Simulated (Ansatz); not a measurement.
The figure comes from a scan of SiC (wurtzite): a phonon pattern at M = (0.5, 0.0, 0.0) is frozen into a 8-atom cell, Q being the largest atomic displacement. Calculation: PBE (plane waves to 420 eV, PAW, scalar-relativistic; Ansatz, a quantum-chemistry and plane-wave program). k mesh 6×12×7 (Γ-centred), Fermi-Dirac smearing 0.05 eV. SiC was relaxed with its symmetry unable to fall. The PAW data are Ansatz's earlier set. 

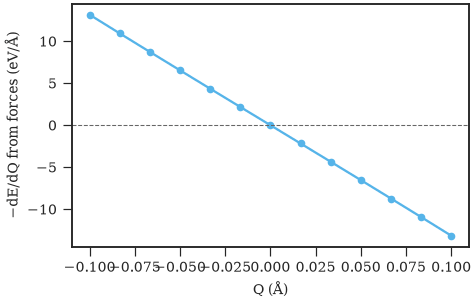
*−dE/dQ from forces (eV/Å) against Q (Å); markers are the computed points, lines only join them.*

Problem. List the plotted points as numbers.

Solution. To the nearest 0.5:

| Q (Å) | −dE/dQ from forces (eV/Å) |
|---|---|
| -0.100 | 13.0 |
| -0.083 | 11.0 |
| -0.067 | 8.5 |
| -0.050 | 6.5 |
| -0.033 | 4.5 |
| -0.017 | 2.0 |
| 0.000 | 0.0 |
| 0.017 | -2.0 |
| 0.033 | -4.5 |
| 0.050 | -6.5 |
| 0.067 | -8.5 |
| 0.083 | -11.0 |
| 0.100 | -13.0 |

(A displaced cell: forces are minus the slopes of the energy, force constants its curvatures, and phonons follow from these.)
